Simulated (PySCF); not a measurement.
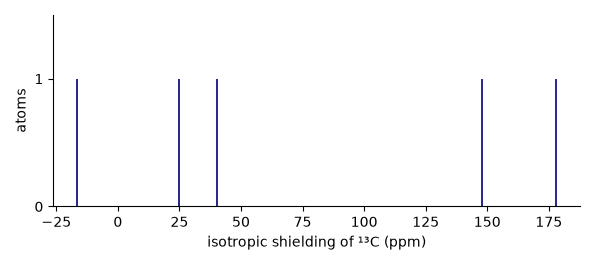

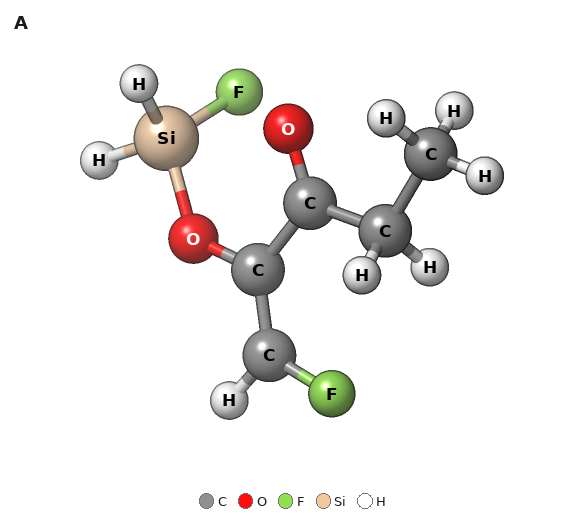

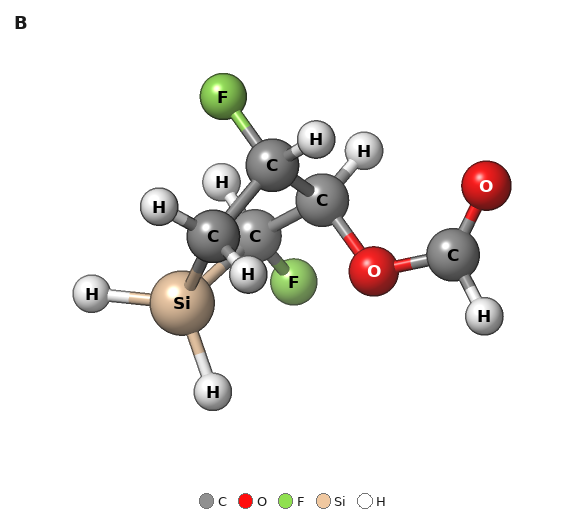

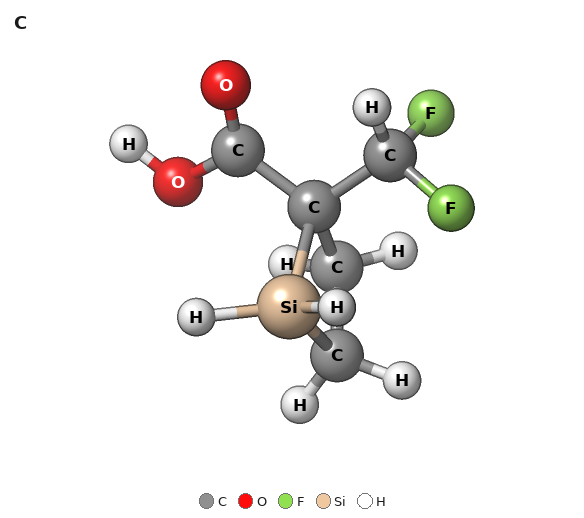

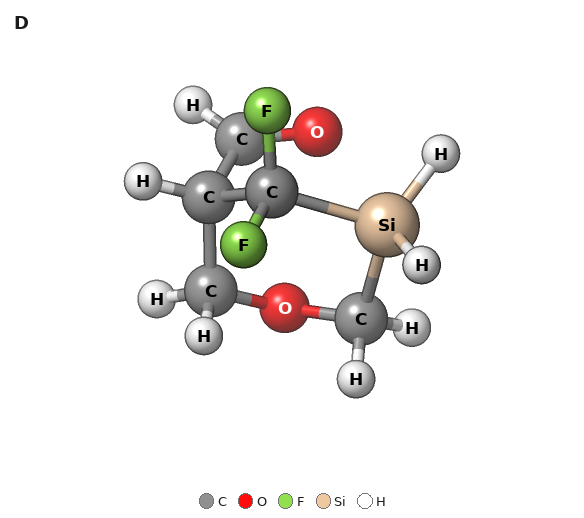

The sticks are computed shieldings of one of the molecules, for one fixed geometry (GFN2-xTB) without averaging over rotations. Low shielding means a high chemical shift. Method: GIAO PBE0/pcSseg-1 NMR shielding, non-relativistic, gas phase (PySCF 2.14.0).

**Which molecule gives this pattern?**

A, `CCC(=O)/C(=C\F)O[SiH2]F`. Its 5 C atoms give lines at −16.5, 24.6, 40.4, 147.9, 177.9 ppm.

The geometry is semi-empirical. Around Si such bond lengths and angles can be off by a tenth of an ångström or more and by several degrees, and values that hang on the shape move with them.
